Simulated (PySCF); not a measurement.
# SiF$_{4}$···PH$_{3}$: what the fields show

```json
{"atom": "F", "x (Å)": "1.4330", "y (Å)": "0.2312", "z (Å)": "-0.4018"}
{"atom": "Si", "x (Å)": "0.0249", "y (Å)": "-0.0158", "z (Å)": "0.2976"}
{"atom": "F", "x (Å)": "0.2466", "y (Å)": "-0.3984", "z (Å)": "1.8269"}
{"atom": "F", "x (Å)": "-0.8451", "y (Å)": "1.3151", "z (Å)": "0.2132"}
{"atom": "F", "x (Å)": "-0.7469", "y (Å)": "-1.1898", "z (Å)": "-0.4491"}
{"atom": "P", "x (Å)": "2.2688", "y (Å)": "-3.4726", "z (Å)": "0.4396"}
{"atom": "H", "x (Å)": "1.0538", "y (Å)": "-3.5609", "z (Å)": "1.1839"}
{"atom": "H", "x (Å)": "2.5448", "y (Å)": "-2.1435", "z (Å)": "0.8807"}
{"atom": "H", "x (Å)": "1.6093", "y (Å)": "-3.0374", "z (Å)": "-0.7492"}
```

Geometry: PBE0-D3(BJ)/def2-SVPD.

Level of theory: wB97M-D3(BJ)/def2-SVPD, SCF density, gas phase (PySCF 2.14.0).

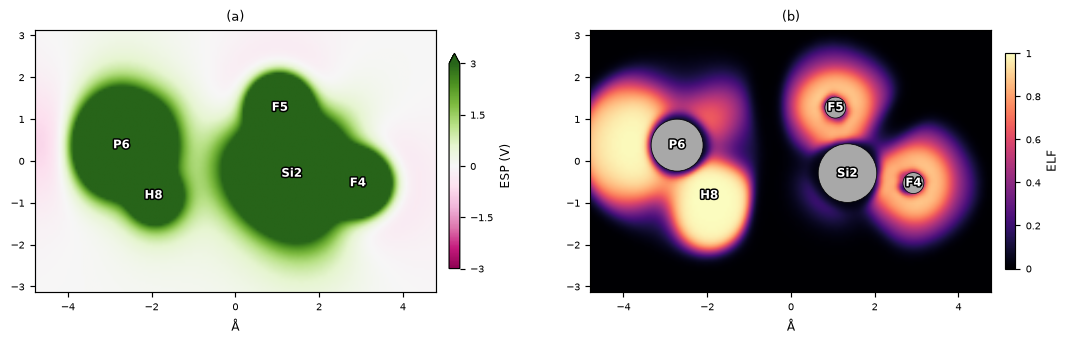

Figure 1. (a) electrostatic potential; (b) electron localisation function on the plane of atoms F4, Si2 and F5. Grey discs cover the atomic cores in the ELF map.

Q: Describe what can be read from this map.

A: The plane passes through Si, F, P and H nuclei.
Si2···H8 (3.35 Å): the ELF dips to about 0 between them (a weak contact between the two molecules).
Si–F (1.59 Å): the ELF peaks at about 0.85 in the valence shell of F, 0.6 Å from its nucleus, and is about 0.50 at the midpoint.
P–H (1.43 Å): the ELF climbs to about 1 towards the hydrogen, as it does in any bond to H.
The ELF also peaks beside F4, P6 and F5, away from the bonds: lone-pair regions.
Outside the dense part of the complex the potential is most negative (−0.7 V) near P6.

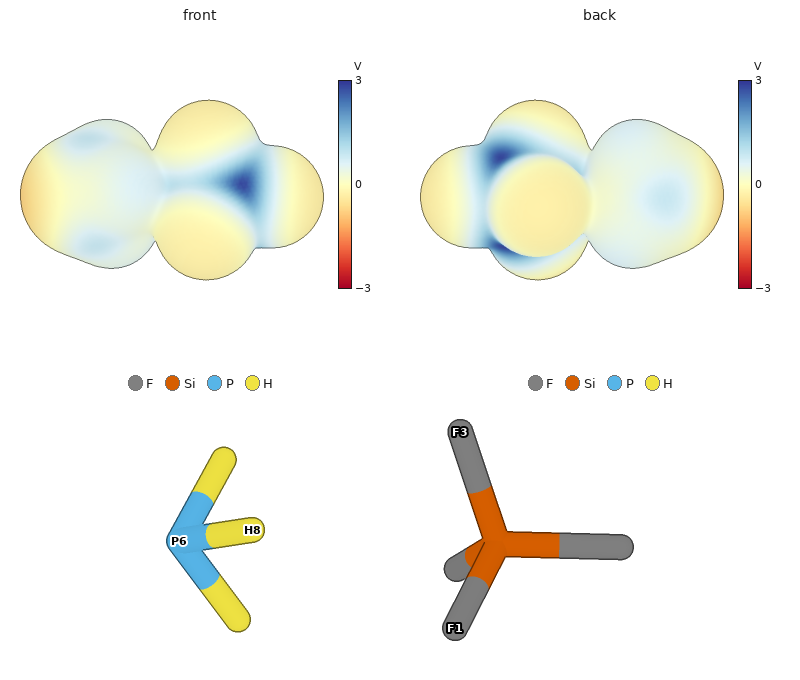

Figure 2. The electrostatic potential painted on the density surface at 0.002 e/bohr³, seen from the front and from behind; red is negative and blue positive. The bare structure is drawn below in the same view.

Q: Which sites attract a positive test charge, and which a negative one?

A: A positive charge is drawn to the negative regions and a negative charge to the positive ones. The most negative region (about −0.7 V, or −16 kcal/mol for a unit charge) lies over P6, the most positive (about +2.7 V, or +62 kcal/mol for a unit charge) over Si2.

Q: What dipole moment does the calculation give?

A: Its dipole moment is 0.35 D.
